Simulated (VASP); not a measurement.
Band structure of VSi (relaxed from the WC structure, space group P-6m2). Calculation: PBEsol GGA, VASP's PBE PAW potentials (set 64) (plane waves; VASP).

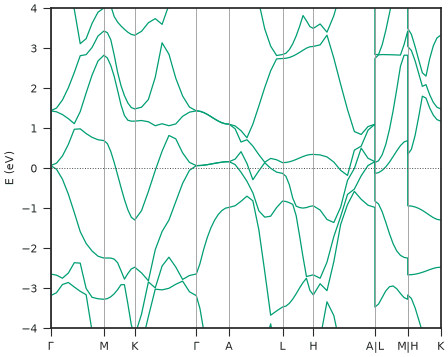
Fig. 1. Bands along high-symmetry lines, zero at the valence-band maximum or, without a gap, the Fermi level

Problem. Read the plot: is there a gap, and where are the band edges?

Solution. It has no gap at this level: it comes out as a metal or semimetal. (Edges off the drawn lines would not show.)

The structure was generated: VSi was put into the WC type (P-6m2), which need not be its known phase. It was relaxed first, which changed the volume by -15 %. The run is not spin-polarised, so no magnetic state was tried. The electron count is odd and the run is not spin-polarised, which forces a metal.
